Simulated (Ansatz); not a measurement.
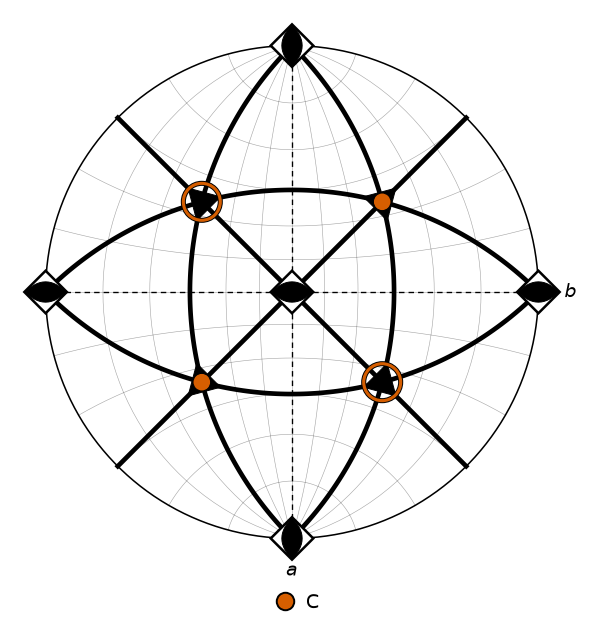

Crystal: Ca₂C, the input geometry of an electronic-structure calculation (not necessarily at equilibrium); the starting structure was generated, so it need not be a known form of this composition. Directions from one calcium atom at (1/4, 3/4, 3/4) to its bonded neighbours, in stereographic projection down c (filled: above the plane of the page or in it, open: below). All values are computed from the atomic coordinates in the standard setting (tolerance 0.002 Å).

Neighbours are counted up to 3.07 Å for C. The symmetry elements of the site are drawn in: heavy lines are mirror planes (a heavy rim: a mirror in the plane of the page); lens, triangle, square and hexagon are 2-, 3-, 4- and 6-fold axes, a lens in an open square is −4, a triangle in an open hexagon −6; thin dashed diameters join the ends of axes that lie in the page; a small open circle marks inversion.

```
C Ca
1.0
     6.25716    0.00000    0.00000
     0.00000    6.25716    0.00000
     0.00000    0.00000    6.25716
C Ca
4 8
Direct
  0.00000 0.00000 0.00000
  0.00000 0.50000 0.50000
  0.50000 0.00000 0.50000
  0.50000 0.50000 0.00000
  0.25000 0.75000 0.75000
  0.25000 0.25000 0.75000
  0.25000 0.25000 0.25000
  0.25000 0.75000 0.25000
  0.75000 0.75000 0.25000
  0.75000 0.25000 0.25000
  0.75000 0.25000 0.75000
  0.75000 0.75000 0.75000
```

How many neighbours are there, and at what angles?

4: 4 C at 2.71 Å. Angles between bonds: 109° (6×).

What is the site's symmetry in the crystal?

Point group -43m (Td), order 24: three −4 axes, four threefold axes, six mirror planes. In No. 225, Fm-3m this is Wyckoff position 8c.
